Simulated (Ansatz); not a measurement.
# CHOSi (quartet): wB97M-V, B2PLYP over vertical spin and charge gaps, def2-QZVPP

Aim: run CHOSi (quartet) with these functionals over vertical spin and charge gaps, and hold them against the top wave-function level at the same points.

The runs use Ansatz 0.2.0, Gaussian basis; def2-QZVPP, all electrons in the functionals, frozen cores in the correlation of double hybrids and RPA.

To be run: wB97M-V, B2PLYP, at charge 0, quartet; charge 0, doublet; charge 0, sextet; charge 1, triplet; charge 1, quintet.

## (1) What is computed

The geometry is a PBE0/def2-TZVP stationary point (not a proven minimum).

4 atoms, charge 0, spin multiplicity 4.

Atoms are counted from 1 here; the program's logs count them from 0.

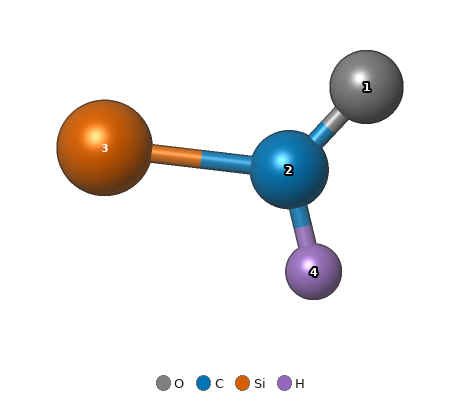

The geometry (oxygen grey, carbon blue, silicon orange, hydrogen purple); atoms are numbered from 1 in the order of the file.

No dispersion term is added; wB97M-V holds VV10 nonlocal correlation.

The geometry shown and the zero of energy belong to the point charge 0, quartet. The yardstick, UCCSD(T), and other wave-function levels (R restricted, U unrestricted, valence and pair active spaces) come from earlier runs.

## (2) wB97M-V, charge 0, quartet

The input, in.yaml:

```yaml
crystal:
  periodic: [false, false, false]
  atoms:
    - {symbol: O, position_ang: [0.000000, -0.313583, 1.598105]}
    - {symbol: C, position_ang: [0.000000, 0.436706, 0.668068]}
    - {symbol: Si, position_ang: [0.000000, -0.063363, -1.223700]}
    - {symbol: H, position_ang: [0.000000, 1.539364, 0.769440]}
basis:
  gaussian: {orbitals: "def2-QZVPP.json"}
magnetization: {spin_polarized: true, initial_magnetization: 3}
hamiltonian: {xc: {name: wB97M-V}}
output: {orbitals: {seedname: orbitals}}
```

On the command line:

```console
> ansatz run in.yaml --threads 1 --pin off --events-out ev --progress --plain --max-ram 2393MiB
```

What it wrote, cut to the lines that bear on the results:

```text
Functional definition: wB97M-V
  name "wB97M-V"
  cite "Mardirossian & Head-Gordon, J. Chem. Phys. 144, 214110 (2016) doi:10.1063/1.4952647"
  cite "Becke, J. Chem. Phys. 107, 8554 (1997) doi:10.1063/1.475007"
  cite "Vydrov & Van Voorhis, J. Chem. Phys. 133, 244103 (2010) doi:10.1063/1.3521275"
  # Of w^i u^j: cxij and so on, Table III.
[...]
  gx(w, u) = 1 - cx + cx01*u + cx10*w
  gss(w, u) = css00 + css04*u^4 + css10*w + css20*w^2 + css43*w^4*u^3
  gos(w, u) = cos00 + cos10*w + (cos20 + cos21*u)*w^2 + (cos60 + cos61*u)*w^6
[...]
      + integral(e_c_pw_mod_opposite_spin*gos(b97_w_opposite, b97_u_opposite)) + vv10(b, c)
764 factors; their error is unknown
170 factors; integrals over basis functions are off by at most 6.6e-5 eV
[...]
mean field -10973.79700061 eV, -403.2796014658 hartree, gradient 3.8e-5 eV, S^2 3.758427; 2 other end points of the search recorded, 0 dependent functions left out
reference -10973.79704021 eV, -403.2796029209 hartree; 16, 13 occupied and 198, 201 virtual orbitals, 764 factors
Total energy: -10973.79704021 eV, -403.2796029209 hartree
```

It took 31 s on 1 thread of Arm Neoverse V1, shared host; peak memory 0.57 GiB.

From the report: ⟨S²⟩ of the determinant 3.758 (pure quartet: 3.75).

## (3) wB97M-V, charge 0, doublet

Edit in.yaml of step 2 so:

```diff
@@ -9,3 +9,3 @@
   gaussian: {orbitals: "def2-QZVPP.json"}
-magnetization: {spin_polarized: true, initial_magnetization: 3}
+magnetization: {spin_polarized: true, initial_magnetization: 1}
 hamiltonian: {xc: {name: wB97M-V}}
```

Same command.

What it wrote, cut to the lines that bear on the results:

```text
Functional definition: wB97M-V
  name "wB97M-V"
  cite "Mardirossian & Head-Gordon, J. Chem. Phys. 144, 214110 (2016) doi:10.1063/1.4952647"
  cite "Becke, J. Chem. Phys. 107, 8554 (1997) doi:10.1063/1.475007"
  cite "Vydrov & Van Voorhis, J. Chem. Phys. 133, 244103 (2010) doi:10.1063/1.3521275"
  # Of w^i u^j: cxij and so on, Table III.
[...]
  gx(w, u) = 1 - cx + cx01*u + cx10*w
  gss(w, u) = css00 + css04*u^4 + css10*w + css20*w^2 + css43*w^4*u^3
  gos(w, u) = cos00 + cos10*w + (cos20 + cos21*u)*w^2 + (cos60 + cos61*u)*w^6
[...]
      + integral(e_c_pw_mod_opposite_spin*gos(b97_w_opposite, b97_u_opposite)) + vv10(b, c)
764 factors; their error is unknown
170 factors; integrals over basis functions are off by at most 6.6e-5 eV
[...]
mean field -10974.94984548 eV, -403.3219677331 hartree, gradient 1.7e-5 eV, S^2 0.755200; 5 other end points of the search recorded, 0 dependent functions left out
reference -10974.94988638 eV, -403.3219692361 hartree; 15, 14 occupied and 199, 200 virtual orbitals, 764 factors
Total energy: -10974.94988638 eV, -403.3219692361 hartree
```

Run time: 76 s. Hardware: 1 thread of Arm Neoverse V1, shared host; peak memory 0.73 GiB.

From the report: ⟨S²⟩ of the determinant 0.755 (pure doublet: 0.75).

From charge 0, quartet: -111.2 kJ/mol.

## (4) wB97M-V, charge 0, sextet

Edit in.yaml of step 3 so:

```diff
@@ -9,3 +9,3 @@
   gaussian: {orbitals: "def2-QZVPP.json"}
-magnetization: {spin_polarized: true, initial_magnetization: 1}
+magnetization: {spin_polarized: true, initial_magnetization: 5}
 hamiltonian: {xc: {name: wB97M-V}}
```

Launched as before.

What it wrote, cut to the lines that bear on the results:

```text
Functional definition: wB97M-V
  name "wB97M-V"
  cite "Mardirossian & Head-Gordon, J. Chem. Phys. 144, 214110 (2016) doi:10.1063/1.4952647"
  cite "Becke, J. Chem. Phys. 107, 8554 (1997) doi:10.1063/1.475007"
  cite "Vydrov & Van Voorhis, J. Chem. Phys. 133, 244103 (2010) doi:10.1063/1.3521275"
  # Of w^i u^j: cxij and so on, Table III.
[...]
  gx(w, u) = 1 - cx + cx01*u + cx10*w
  gss(w, u) = css00 + css04*u^4 + css10*w + css20*w^2 + css43*w^4*u^3
  gos(w, u) = cos00 + cos10*w + (cos20 + cos21*u)*w^2 + (cos60 + cos61*u)*w^6
[...]
      + integral(e_c_pw_mod_opposite_spin*gos(b97_w_opposite, b97_u_opposite)) + vv10(b, c)
764 factors; their error is unknown
170 factors; integrals over basis functions are off by at most 6.6e-5 eV
[...]
mean field -10968.68544535 eV, -403.0917552746 hartree, gradient 3.5e-5 eV, S^2 8.756053; 0 other end points of the search recorded, 0 dependent functions left out
reference -10968.68548432 eV, -403.0917567068 hartree; 17, 12 occupied and 197, 202 virtual orbitals, 764 factors
Total energy: -10968.68548432 eV, -403.0917567068 hartree
```

It took 27 s on 1 thread of Arm Neoverse V1, shared host; peak memory 0.56 GiB.

From the report: ⟨S²⟩ of the determinant 8.756 (pure sextet: 8.75).

From charge 0, quartet: +493.2 kJ/mol.

## (5) wB97M-V, charge 1, triplet

Edit in.yaml of step 4 so:

```diff
@@ -9,3 +9,4 @@
   gaussian: {orbitals: "def2-QZVPP.json"}
-magnetization: {spin_polarized: true, initial_magnetization: 5}
+total_charge: 1
+magnetization: {spin_polarized: true, initial_magnetization: 2}
 hamiltonian: {xc: {name: wB97M-V}}
```

Same command.

What it wrote, cut to the lines that bear on the results:

```text
Functional definition: wB97M-V
  name "wB97M-V"
  cite "Mardirossian & Head-Gordon, J. Chem. Phys. 144, 214110 (2016) doi:10.1063/1.4952647"
  cite "Becke, J. Chem. Phys. 107, 8554 (1997) doi:10.1063/1.475007"
  cite "Vydrov & Van Voorhis, J. Chem. Phys. 133, 244103 (2010) doi:10.1063/1.3521275"
  # Of w^i u^j: cxij and so on, Table III.
[...]
  gx(w, u) = 1 - cx + cx01*u + cx10*w
  gss(w, u) = css00 + css04*u^4 + css10*w + css20*w^2 + css43*w^4*u^3
  gos(w, u) = cos00 + cos10*w + (cos20 + cos21*u)*w^2 + (cos60 + cos61*u)*w^6
[...]
      + integral(e_c_pw_mod_opposite_spin*gos(b97_w_opposite, b97_u_opposite)) + vv10(b, c)
764 factors; their error is unknown
170 factors; integrals over basis functions are off by at most 6.6e-5 eV
[...]
mean field -10966.33662881 eV, -403.0054378589 hartree, gradient 4.2e-5 eV, S^2 2.011813; 1 other end points of the search recorded, 0 dependent functions left out
reference -10966.33667248 eV, -403.0054394638 hartree; 15, 13 occupied and 199, 201 virtual orbitals, 764 factors
Total energy: -10966.33667248 eV, -403.0054394638 hartree
```

Wall time 61 s (1 thread of Arm Neoverse V1, shared host); peak memory 0.72 GiB.

From the report: ⟨S²⟩ of the determinant 2.012 (pure triplet: 2.00).

From charge 0, quartet: +719.8 kJ/mol.

## (6) wB97M-V, charge 1, quintet

Edit in.yaml of step 5 so:

```diff
@@ -10,3 +10,3 @@
 total_charge: 1
-magnetization: {spin_polarized: true, initial_magnetization: 2}
+magnetization: {spin_polarized: true, initial_magnetization: 4}
 hamiltonian: {xc: {name: wB97M-V}}
```

Launched as before.

What it wrote, cut to the lines that bear on the results:

```text
Functional definition: wB97M-V
  name "wB97M-V"
  cite "Mardirossian & Head-Gordon, J. Chem. Phys. 144, 214110 (2016) doi:10.1063/1.4952647"
  cite "Becke, J. Chem. Phys. 107, 8554 (1997) doi:10.1063/1.475007"
  cite "Vydrov & Van Voorhis, J. Chem. Phys. 133, 244103 (2010) doi:10.1063/1.3521275"
  # Of w^i u^j: cxij and so on, Table III.
[...]
  gx(w, u) = 1 - cx + cx01*u + cx10*w
  gss(w, u) = css00 + css04*u^4 + css10*w + css20*w^2 + css43*w^4*u^3
  gos(w, u) = cos00 + cos10*w + (cos20 + cos21*u)*w^2 + (cos60 + cos61*u)*w^6
[...]
      + integral(e_c_pw_mod_opposite_spin*gos(b97_w_opposite, b97_u_opposite)) + vv10(b, c)
764 factors; their error is unknown
170 factors; integrals over basis functions are off by at most 6.6e-5 eV
[...]
mean field -10962.55145445 eV, -402.8663352668 hartree, gradient 7.1e-5 eV, S^2 6.008738; 0 other end points of the search recorded, 0 dependent functions left out
reference -10962.55149793 eV, -402.8663368645 hartree; 16, 12 occupied and 198, 202 virtual orbitals, 764 factors
Total energy: -10962.55149793 eV, -402.8663368645 hartree
```

Run time: 27 s. Hardware: 1 thread of Arm Neoverse V1, shared host; peak memory 0.56 GiB.

From the report: ⟨S²⟩ of the determinant 6.009 (pure quintet: 6.00).

From charge 0, quartet: +1085.0 kJ/mol.

## (7) B2PLYP, charge 0, quartet

Edit in.yaml of step 6 so:

```diff
@@ -9,5 +9,4 @@
   gaussian: {orbitals: "def2-QZVPP.json"}
-total_charge: 1
-magnetization: {spin_polarized: true, initial_magnetization: 4}
-hamiltonian: {xc: {name: wB97M-V}}
-output: {orbitals: {seedname: orbitals}}
+magnetization: {spin_polarized: true, initial_magnetization: 3}
+hamiltonian: {xc: {name: B2PLYP}}
+correlation: {electrons: outside_noble_gas}
```

Same command.

What it wrote, cut to the lines that bear on the results:

```text
Functional definition: B2PLYP
  name "B2PLYP"
  cite "Grimme, J. Chem. Phys. 124, 034108 (2006) doi:10.1063/1.2148954"
  cite "Becke, Phys. Rev. A 38, 3098 (1988) doi:10.1103/PhysRevA.38.3098"
  cite "Lee, Yang & Parr, Phys. Rev. B 37, 785 (1988) doi:10.1103/PhysRevB.37.785"
[...]
1304 factors; integrals over basis functions are off by at most 1.1e-3 eV
[...]
mean field -10965.74099855 eV, -402.9835488503 hartree, gradient 3.2e-6 eV, S^2 3.768188; 2 other end points of the search recorded, 0 dependent functions left out
7 core orbitals not correlated: weight in the atoms' cores, before any rotation towards them, 1.000 or more for the frozen orbitals, at most 0.000 for the correlated occupied ones
reference -10965.74112960 eV, -402.9835536664 hartree; 9, 6 occupied and 198, 201 virtual orbitals, 1304 factors
second order -16.60990363 eV of doubles, -0.00000000 eV of singles
Total energy: -10970.22580358 eV, -403.1483623953 hartree
```

Wall time 25 s (1 thread of Arm Neoverse V1, shared host); peak memory 0.54 GiB.

From the report: ⟨S²⟩ of the determinant 3.768 (pure quartet: 3.75).

## (8) B2PLYP, charge 0, doublet

Edit in.yaml of step 7 so:

```diff
@@ -9,3 +9,3 @@
   gaussian: {orbitals: "def2-QZVPP.json"}
-magnetization: {spin_polarized: true, initial_magnetization: 3}
+magnetization: {spin_polarized: true, initial_magnetization: 1}
 hamiltonian: {xc: {name: B2PLYP}}
```

Same command.

What it wrote, cut to the lines that bear on the results:

```text
Functional definition: B2PLYP
  name "B2PLYP"
  cite "Grimme, J. Chem. Phys. 124, 034108 (2006) doi:10.1063/1.2148954"
  cite "Becke, Phys. Rev. A 38, 3098 (1988) doi:10.1103/PhysRevA.38.3098"
  cite "Lee, Yang & Parr, Phys. Rev. B 37, 785 (1988) doi:10.1103/PhysRevB.37.785"
[...]
1304 factors; integrals over basis functions are off by at most 1.1e-3 eV
[...]
mean field -10966.81266584 eV, -403.0229318972 hartree, gradient 1.6e-6 eV, S^2 0.768259; 9 other end points of the search recorded, 0 dependent functions left out
7 core orbitals not correlated: weight in the atoms' cores, before any rotation towards them, 1.000 or more for the frozen orbitals, at most 0.000 for the correlated occupied ones
reference -10966.81280101 eV, -403.0229368643 hartree; 8, 7 occupied and 199, 200 virtual orbitals, 1304 factors
second order -16.31800147 eV of doubles, -0.00000000 eV of singles
Total energy: -10971.21866140 eV, -403.1848492475 hartree
```

Run time: 72 s. Hardware: 1 thread of Arm Neoverse V1, shared host; peak memory 0.68 GiB.

From the report: ⟨S²⟩ of the determinant 0.768 (pure doublet: 0.75).

From charge 0, quartet: -95.8 kJ/mol.

## (9) B2PLYP, charge 0, sextet

Edit in.yaml of step 8 so:

```diff
@@ -9,3 +9,3 @@
   gaussian: {orbitals: "def2-QZVPP.json"}
-magnetization: {spin_polarized: true, initial_magnetization: 1}
+magnetization: {spin_polarized: true, initial_magnetization: 5}
 hamiltonian: {xc: {name: B2PLYP}}
```

Same command.

What it wrote, cut to the lines that bear on the results:

```text
Functional definition: B2PLYP
  name "B2PLYP"
  cite "Grimme, J. Chem. Phys. 124, 034108 (2006) doi:10.1063/1.2148954"
  cite "Becke, Phys. Rev. A 38, 3098 (1988) doi:10.1103/PhysRevA.38.3098"
  cite "Lee, Yang & Parr, Phys. Rev. B 37, 785 (1988) doi:10.1103/PhysRevB.37.785"
[...]
1304 factors; integrals over basis functions are off by at most 1.1e-3 eV
[...]
mean field -10961.36363067 eV, -402.8226835480 hartree, gradient 5.3e-6 eV, S^2 8.763902; 0 other end points of the search recorded, 0 dependent functions left out
7 core orbitals not correlated: weight in the atoms' cores, before any rotation towards them, 1.000 or more for the frozen orbitals, at most 0.000 for the correlated occupied ones
reference -10961.36375970 eV, -402.8226882896 hartree; 10, 5 occupied and 197, 202 virtual orbitals, 1304 factors
second order -13.75976867 eV of doubles, -0.00000000 eV of singles
Total energy: -10965.07889724 eV, -402.9592170760 hartree
```

It took 17 s on 1 thread of Arm Neoverse V1, shared host; peak memory 0.54 GiB.

From the report: ⟨S²⟩ of the determinant 8.764 (pure sextet: 8.75).

From charge 0, quartet: +496.6 kJ/mol.

## (10) B2PLYP, charge 1, triplet

Edit in.yaml of step 9 so:

```diff
@@ -9,3 +9,4 @@
   gaussian: {orbitals: "def2-QZVPP.json"}
-magnetization: {spin_polarized: true, initial_magnetization: 5}
+total_charge: 1
+magnetization: {spin_polarized: true, initial_magnetization: 2}
 hamiltonian: {xc: {name: B2PLYP}}
```

Launched as before.

What it wrote, cut to the lines that bear on the results:

```text
Functional definition: B2PLYP
  name "B2PLYP"
  cite "Grimme, J. Chem. Phys. 124, 034108 (2006) doi:10.1063/1.2148954"
  cite "Becke, Phys. Rev. A 38, 3098 (1988) doi:10.1103/PhysRevA.38.3098"
  cite "Lee, Yang & Parr, Phys. Rev. B 37, 785 (1988) doi:10.1103/PhysRevB.37.785"
[...]
1304 factors; integrals over basis functions are off by at most 1.1e-3 eV
[...]
mean field -10958.39377380 eV, -402.7135433209 hartree, gradient 3.5e-6 eV, S^2 2.026503; 3 other end points of the search recorded, 0 dependent functions left out
7 core orbitals not correlated: weight in the atoms' cores, before any rotation towards them, 1.000 or more for the frozen orbitals, at most 0.000 for the correlated occupied ones
reference -10958.39390506 eV, -402.7135481448 hartree; 8, 6 occupied and 199, 201 virtual orbitals, 1304 factors
second order -15.51914533 eV of doubles, -0.00000000 eV of singles
Total energy: -10962.58407430 eV, -402.8675340241 hartree
```

Run time: 31 s. Hardware: 1 thread of Arm Neoverse V1, shared host; peak memory 0.66 GiB.

From the report: ⟨S²⟩ of the determinant 2.027 (pure triplet: 2.00).

From charge 0, quartet: +737.3 kJ/mol.

## (11) B2PLYP, charge 1, quintet

Edit in.yaml of step 10 so:

```diff
@@ -10,3 +10,3 @@
 total_charge: 1
-magnetization: {spin_polarized: true, initial_magnetization: 2}
+magnetization: {spin_polarized: true, initial_magnetization: 4}
 hamiltonian: {xc: {name: B2PLYP}}
```

Launched as before.

What it wrote, cut to the lines that bear on the results:

```text
Functional definition: B2PLYP
  name "B2PLYP"
  cite "Grimme, J. Chem. Phys. 124, 034108 (2006) doi:10.1063/1.2148954"
  cite "Becke, Phys. Rev. A 38, 3098 (1988) doi:10.1103/PhysRevA.38.3098"
  cite "Lee, Yang & Parr, Phys. Rev. B 37, 785 (1988) doi:10.1103/PhysRevB.37.785"
[...]
1304 factors; integrals over basis functions are off by at most 1.1e-3 eV
[...]
mean field -10955.20184220 eV, -402.5962419985 hartree, gradient 1.7e-6 eV, S^2 6.016749; 1 other end points of the search recorded, 0 dependent functions left out
7 core orbitals not correlated: weight in the atoms' cores, before any rotation towards them, 1.000 or more for the frozen orbitals, at most 0.000 for the correlated occupied ones
reference -10955.20197690 eV, -402.5962469485 hartree; 9, 5 occupied and 198, 202 virtual orbitals, 1304 factors
second order -13.85521503 eV of doubles, -0.00000000 eV of singles
Total energy: -10958.94288496 eV, -402.7337227840 hartree
```

Run time: 28 s. Hardware: 1 thread of Arm Neoverse V1, shared host; peak memory 0.67 GiB.

From the report: ⟨S²⟩ of the determinant 6.017 (pure quintet: 6.00).

From charge 0, quartet: +1088.6 kJ/mol.

## (12) The comparison

No level is safe as a reference over these points; UCCSD(T) serves as a yardstick only. It comes from earlier runs at the same points. Energies in kJ/mol, counted from charge 0, quartet; blanks weren't run or aren't comparable.

```
   level  quartet to doublet  quartet to sextet  ionisation to the triplet cation  ionisation to the quintet cation
UCCSD(T)               -98.9              477.8                             747.1                            1075.0
 wB97M-V              -111.2              493.2                             719.8                            1085.0
  B2PLYP               -95.8              496.6                             737.3                            1088.6
```

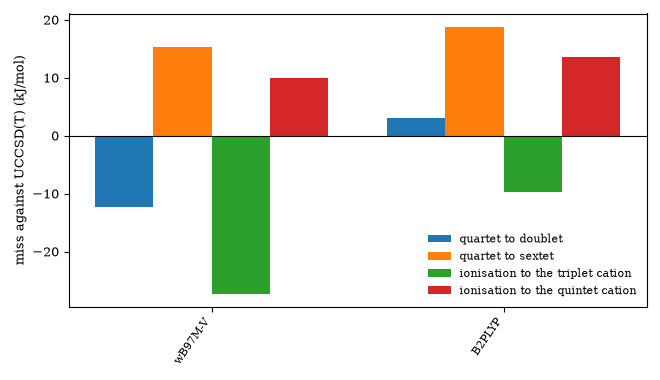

Misses of the gaps against UCCSD(T).

Largest miss and mean time a point (UCCSD(T) took 3.3 min a point; shared hosts):

```csv
level,largest miss (kJ/mol),where,time a point
wB97M-V,-27.2,ionisation to the triplet cation,44 s
B2PLYP,+18.8,quartet to sextet,34 s
```

## (13) Results

| quantity | value |
| --- | --- |
| quartet to doublet, UCCSD(T) | -98.9 kJ/mol |
| quartet to sextet, UCCSD(T) | 477.8 kJ/mol |
| ionisation to the triplet cation, UCCSD(T) | 747.1 kJ/mol |
| ionisation to the quintet cation, UCCSD(T) | 1075.0 kJ/mol |
| largest miss, wB97M-V | -27.2 kJ/mol (ionisation to the triplet cation) |
| largest miss, B2PLYP | +18.8 kJ/mol (quartet to sextet) |

Of the functionals, B2PLYP keep the smallest largest miss at the points compared (at most 18.8 kJ/mol) and wB97M-V strays most (27.2 kJ/mol, at ionisation to the triplet cation). Functionals and the yardstick converge differently with the basis, so part of each miss in def2-QZVPP is the basis. The yardstick itself may be off where one determinant is a poor start.
